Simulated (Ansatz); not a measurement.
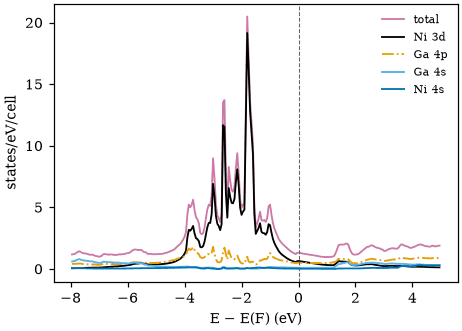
*Total and projected density of states of Ga₃Ni₂ (La2O3 or Ni2Al3 type, space group No. 164), the program Ansatz at the r²SCAN level (PAW)*

Q: Which orbitals carry the states next to the Fermi level?

A: Within 0.5 eV of the Fermi level: Ni 3d 48 %, Ga 4p 39 %, Ga 4s 7 %. Projections are on Löwdin-orthogonalised atomic valence shells; empty p or d shells of many metals are not among them.

Q: Where is the tallest occupied peak in this window, and what makes it?

A: Near -1.8 eV, about 20 states/eV per cell; the largest projected share is Ni 3d.

Space group P-3m1 (La2O3 or Ni2Al3 type). The first step of the workflow began from a Materials Project structure, measured or hypothetical; the Crystallography Open Database files this formula in space group No. 164, but the cells were not matched. Whether it is the stable phase at ambient conditions was not checked. The r²SCAN relaxation kept the symmetry of its start; whether a distortion lowers the energy is not shown. No spin polarisation was allowed. Scalar-relativistic: spin–orbit coupling is off unless named, which matters more the heavier the elements.

Potentials: the later of the program's two PAW sets.
